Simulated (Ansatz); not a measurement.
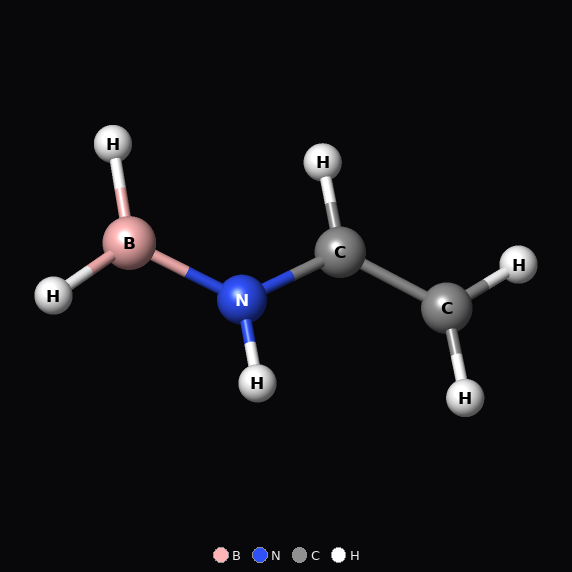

Harmonic vibrations computed with RKS PBE0-D4/def2-TZVP (Ansatz 0.2.0) at a stationary point of the same level.

How many imaginary frequencies does it have?

A minimum: no imaginary frequency, and the lowest mode lies at 162 cm⁻¹.

List the wavenumbers.

24 modes: 162, 297, 448, 517, 730, 819, 875, 877, 966, 996, 1023, 1160, 1254, 1324, 1331, 1416, 1517, 1727, 2588, 2677, 3167, 3197, 3268, 3597 cm⁻¹.
